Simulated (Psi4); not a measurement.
## Property calculation, with input and output: CH₄O

CH₄O, SMILES CO, computed with PBE0/2ZaPa-NR, RKS (Psi4 1.11).

The geometry comes from this level: PBE0-D4/def2-TZVP.

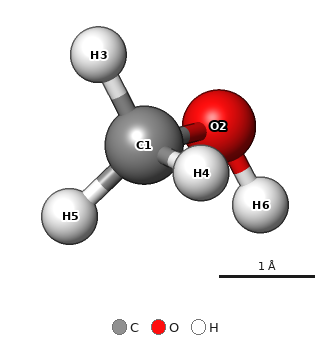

Fig. 1: The structure (ball-and-stick view, seen at a tilt; atoms are numbered from 1 in the order of the input). Bond lengths as drawn: C–H 1.09 to 1.10 Å, C–O 1.41 Å and H–O 0.96 Å.

## Input file (input.dat)
```
memory 1600 MB

molecule m {
  0 1
  C     -0.16705179    -0.39192920    -0.52099749
  O     -0.31180481     0.59809832     1.94660688
  H     -1.63404618    -1.83001078    -0.68200216
  H      1.66069132    -1.29181678    -0.90555676
  H     -0.51532831     1.04766416    -1.97174024
  H      0.96772875     1.86799427     2.13368977
  units bohr
  symmetry c1
}

set {
  reference            rks
  puream               true
  scf_type             pk
  dft_radial_points    99
  dft_spherical_points 590
}

result, w = energy("pbe0/2ZaPa-NR", return_wfn=True)
oeprop(w, "DIPOLE", "QUADRUPOLE", "MULLIKEN_CHARGES", "LOWDIN_CHARGES")
```

Command:
```bash
psi4 input.dat output.dat -n 1
```

## The program's output
```
Psi4 1.11 release

   => Loading Basis Set <=

    Name: 2ZAPA-NR
    Role: ORBITAL
    Keyword: BASIS

         ---------------------------------------------------------
                                   SCF
                              RKS Reference
                        1 Threads,   1525 MiB Core
         ---------------------------------------------------------

  ==> Geometry <==

    Molecular point group: c1
    Full point group: C1

    Geometry (in Bohr), charge = 0, multiplicity = 1:

       Center              X                  Y                   Z               Mass
    ------------   -----------------  -----------------  -----------------  -----------------
         C            0.036191669083    -0.537297573658    -1.253118857392    12.000000000000
         O           -0.108561350917     0.452729946342     1.214485512608    15.994914619570
         H           -1.430802720917    -1.975379153658    -1.414123527392     1.007825032230
         H            1.863934779083    -1.437185153658    -1.637678127392     1.007825032230
         H           -0.312084850917     0.902295786342    -2.703861607392     1.007825032230
         H            1.170972209083     1.722625896342     1.401568402608     1.007825032230

  Running in c1 symmetry.

  Rotational constants: A =      4.28819  B =      0.83614  C =      0.80694 [cm^-1]
  Rotational constants: A = 128556.69545  B =  25066.72921  C =  24191.52684 [MHz]
  Nuclear repulsion =   40.458002640286594

  Charge       = 0
  Multiplicity = 1
  Electrons    = 18
  Nalpha       = 9
  Nbeta        = 9

  ==> Algorithm <==

  SCF Algorithm Type is PK.
  DIIS enabled.
  MOM disabled.
  Fractional occupation disabled.
  Guess Type is SAD.
  Energy threshold   = 1.00e-06
  Density threshold  = 1.00e-06
  Integral threshold = 1.00e-12

  ==> Primary Basis <==

  Basis Set: 2ZAPA-NR
    Blend: 2ZAPA-NR
    Number of shells: 32
    Number of basis functions: 60
    Number of Cartesian functions: 62
    Spherical Harmonics?: true
    Max angular momentum: 2

  ==> DFT Potential <==

   => LibXC <=

    Version 7.1.2

   => Composite Functional: PBE0 <=

    PBE0 Hyb-GGA Exchange-Correlation Functional

    Deriv               =              1
    GGA                 =           TRUE
    Meta                =          FALSE

    Exchange Hybrid     =           TRUE
    MP2 Hybrid          =          FALSE

   => Exchange Functionals <=

    0.7500   Perdew, Burke & Ernzerhof

   => Exact (HF) Exchange <=

    0.2500               HF

   => Correlation Functionals <=

    1.0000   Perdew, Burke & Ernzerhof

   => LibXC Density Thresholds  <==

    XC_HYB_GGA_XC_PBEH:  1.00E-15

   => Molecular Quadrature <=

    Radial Scheme          =       TREUTLER
    Pruning Scheme         =           NONE
    Nuclear Scheme         =       TREUTLER

    Blocking Scheme        =         OCTREE
    BS radius alpha        =              1
    Pruning alpha          =              1
    Radial Points          =             99
    Spherical Points       =            590
    Total Points           =         337934
    Total Blocks           =           2478
    Max Points             =            256
    Max Functions          =             60
    Weights Tolerance      =       1.00E-15

  ==> Integral Setup <==

  Using in-core PK algorithm.
   Calculation information:
      Number of atoms:                   6
      Number of AO shells:              32
      Number of primitives:             73
      Number of atomic orbitals:        62
      Number of basis functions:        60

      Integral cutoff                 1.00e-12
      Number of threads:                 1

  Performing in-core PK
  Using 3350730 doubles for integral storage.
  We computed 139656 shell quartets total.
  Whereas there are 139656 unique shell quartets.

  ==> DiskJK: Disk-Based J/K Matrices <==

    J tasked:                  Yes
    K tasked:                  Yes
    wK tasked:                  No
    Memory [MiB]:              556
    Schwarz Cutoff:          1E-12

  Cached 100.0% of DFT collocation blocks in 0.574 [GiB].

  Minimum eigenvalue in the overlap matrix is 2.1133448075E-03.
  Reciprocal condition number of the overlap matrix is 2.1817127128E-04.
    Using symmetric orthogonalization.

  ==> Pre-Iterations <==

  SCF Guess: Superposition of Atomic Densities via on-the-fly atomic UHF (no occupation information).

   -------------------------
    Irrep   Nso     Nmo
   -------------------------
     A         60      60
   -------------------------
    Total      60      60
   -------------------------

  ==> Iterations <==

                        Total Energy        Delta E     RMS |[F,P]|

   @RKS iter SAD:  -115.08602980994152   -1.15086e+02   0.00000e+00
   @RKS iter   1:  -115.40612724234791   -3.20097e-01   1.10383e-02 DIIS/ADIIS
   @RKS iter   2:  -115.26157194785898    1.44555e-01   1.49119e-02 DIIS/ADIIS
   @RKS iter   3:  -115.60769011117716   -3.46118e-01   1.85886e-03 DIIS/ADIIS
   @RKS iter   4:  -115.61238807218196   -4.69796e-03   5.58010e-04 DIIS/ADIIS
   @RKS iter   5:  -115.61286146405280   -4.73392e-04   5.89863e-05 DIIS
   @RKS iter   6:  -115.61286640175426   -4.93770e-06   7.64227e-06 DIIS
   @RKS iter   7:  -115.61286650164200   -9.98877e-08   3.62347e-07 DIIS
  Energy and wave function converged.

  ==> Post-Iterations <==

   Electrons on quadrature grid:
      Ntotal   =   18.0000001770 ; deviation = 1.770e-07

    Orbital Energies [Eh]
    ---------------------

    Doubly Occupied:

       1A    -19.213522     2A    -10.270513     3A     -1.055581
       4A     -0.706349     5A     -0.528791     6A     -0.455955
       7A     -0.443191     8A     -0.351589     9A     -0.291758

    Virtual:

      10A     -0.003609    11A      0.017844    12A      0.035265
      13A      0.041592    14A      0.075182    15A      0.101628
      16A      0.120553    17A      0.131317    18A      0.161703
      19A      0.172685    20A      0.187114    21A      0.196781
      22A      0.203347    23A      0.238606    24A      0.266100
      25A      0.322509    26A      0.362888    27A      0.642614
      28A      0.657357    29A      0.675522    30A      0.750735
      31A      0.752344    32A      0.905889    33A      0.937900
      34A      0.998158    35A      1.040660    36A      1.111697
      37A      1.234399    38A      1.263859    39A      1.366440
      40A      1.491790    41A      1.542682    42A      1.552128
      43A      1.750842    44A      1.801027    45A      1.831290
      46A      1.836580    47A      1.845570    48A      1.980254
      49A      2.167178    50A      2.255518    51A      2.261876
      52A      2.384859    53A      2.648949    54A      2.665559
      55A      2.694177    56A      3.068023    57A      3.157339
      58A      3.234251    59A      3.394780    60A      3.890576

    Final Occupation by Irrep:
              A
    DOCC [     9 ]
    NA   [     9 ]
    NB   [     9 ]

  @RKS Final Energy:  -115.61286650164200

   => Energetics <=

    Nuclear Repulsion Energy =             40.4580026402865940
    One-Electron Energy =                -237.1784639166060629
    Two-Electron Energy =                  92.7811972569519128
    DFT Exchange-Correlation Energy =     -11.6736024822744433
    Empirical Dispersion Energy =           0.0000000000000000
    VV10 Nonlocal Energy =                  0.0000000000000000
    Total Energy =                       -115.6128665016420030

Computation Completed

Properties will be evaluated at   0.000000,   0.000000,   0.000000 [a0]

Properties computed using the SCF density matrix

 Multipole Moments:

 ------------------------------------------------------------------------------------
     Multipole            Electronic (a.u.)      Nuclear  (a.u.)        Total (a.u.)
 ------------------------------------------------------------------------------------

 L = 1.  Multiply by 2.5417464519 to convert [e a0] to [Debye]
 Dipole X            :         -0.1621174            0.6406786            0.4785612
 Dipole Y            :          0.6040013           -0.3895885            0.2144128
 Dipole Z            :          1.6553586           -2.1569239           -0.5015653
 Magnitude           :                                                    0.7256455

 ------------------------------------------------------------------------------------

	total time  =          7 seconds =       0.12 minutes

Properties will be evaluated at   0.000000,   0.000000,   0.000000 [a0]
OEProp: No title given, name of density matrix used for the following properties is 'SCF density'

 Multipole Moments:

 ------------------------------------------------------------------------------------
     Multipole            Electronic (a.u.)      Nuclear  (a.u.)        Total (a.u.)
 ------------------------------------------------------------------------------------

 L = 1.  Multiply by 2.5417464519 to convert [e a0] to [Debye]
 Dipole X            :         -0.1621174            0.6406786            0.4785612
 Dipole Y            :          0.6040013           -0.3895885            0.2144128
 Dipole Z            :          1.6553586           -2.1569239           -0.5015653
 Magnitude           :                                                    0.7256455

 L = 2.  Multiply by 1.3450342976 to convert [e a0^2] to [Debye ang]
 Quadrupole XX       :        -16.6274009            7.0921657           -9.5352352
 Quadrupole XY       :         -0.2404886            1.3732467            1.1327581
 Quadrupole XZ       :          0.7601457            0.1289542            0.8890999
 Quadrupole YY       :        -22.0677740           13.1210490           -8.9467250
 Quadrupole YZ       :        -12.8464306           13.5602299            0.7137994
 Quadrupole ZZ       :        -45.7407678           35.1786383          -10.5621295
 Traceless XX        :         11.5179133          -11.3717853            0.1461280
 Traceless YY        :          6.0775403           -5.3429020            0.7346383
 Traceless ZZ        :        -17.5954536           16.7146873           -0.8807663

 ------------------------------------------------------------------------------------
  Mulliken Charges: (a.u.)
   Center  Symbol    Alpha    Beta     Spin     Total
       1     C     3.10786  3.10786  0.00000 -0.21572
       2     O     4.19517  4.19517  0.00000 -0.39033
       3     H     0.43476  0.43476  0.00000  0.13048
       4     H     0.44919  0.44919  0.00000  0.10162
       5     H     0.44912  0.44912  0.00000  0.10176
       6     H     0.36390  0.36390  0.00000  0.27219

   Total alpha =  9.00000, Total beta =  9.00000, Total charge =  0.00000

  Lowdin Charges: (a.u.)
   Center  Symbol    Alpha    Beta     Spin     Total
       1     C     3.12804  3.12804  0.00000 -0.25609
       2     O     4.22919  4.22919  0.00000 -0.45837
       3     H     0.41967  0.41967  0.00000  0.16066
       4     H     0.42885  0.42885  0.00000  0.14229
       5     H     0.42886  0.42886  0.00000  0.14228
       6     H     0.36539  0.36539  0.00000  0.26922

  Total alpha =  9.00000, Total beta =  9.00000, Total charge =  0.00000

    Psi4 run time: 0:00:07.54
```

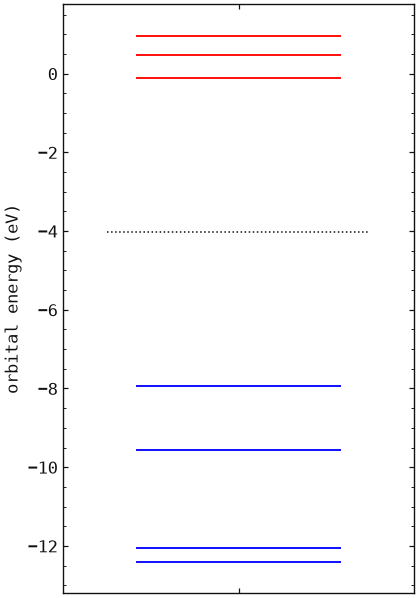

Fig. 2: Orbital energies near the frontier; the dotted line parts filled from empty levels, and levels within 0.02 eV of each other stand side by side. Highest filled −7.94 eV, lowest empty −0.10 eV, 7.84 eV apart.

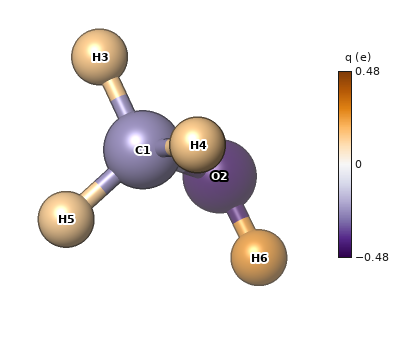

Fig. 3: Löwdin charges, as the colour of each atom (ball-and-stick view, seen at a tilt; atoms are numbered from 1 in the order of the input). By element: C −0.26, O −0.46 and H +0.14 to +0.27 e.

## Results in brief

- outcome: converged
- total energy: −115.612867 hartree
- basis functions: 60
- HOMO: −7.94 eV
- LUMO: −0.10 eV
- dipole moment: 1.84 D
- hardware: 1 thread of Intel Xeon (Sapphire Rapids), 64 GiB of memory available, shared host
- wall time: 9.3 s
- peak memory: 0.85 GiB
